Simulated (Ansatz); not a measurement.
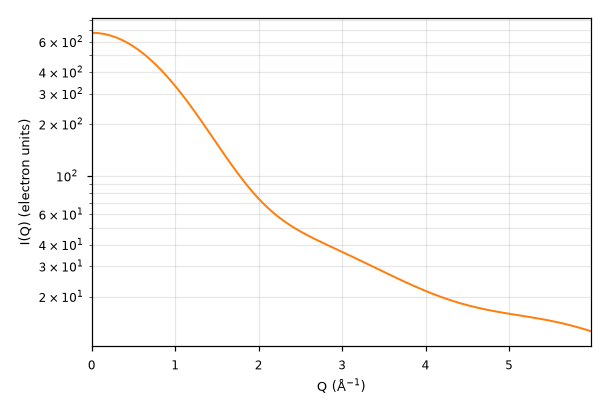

Elastic X-ray scattering of a randomly oriented, rigid molecule, calculated with the Debye equation from neutral-atom form factors (independent atoms, no Compton part, no vibration). The geometry is the end point of an optimisation (RKS PBE0-D4/def2-SVP (Ansatz 0.2.0)); it may be a saddle point or a higher isomer. It contains N, C, H.

Q: How many electrons does the independent-atom model of the molecule hold?

A: I(0) is the square of the electron number: I(0) = 675, so about 26 electrons, the count of CH6N2.

Q: What radius of gyration does the initial fall-off give?

A: From I(Q) ≈ I(0) exp(−Q²R²/3) at small Q, R ≈ 1.49 Å. It is larger than the electron-weighted radius of the nuclear positions alone (1.29 Å), because each atom's electron cloud adds to it.
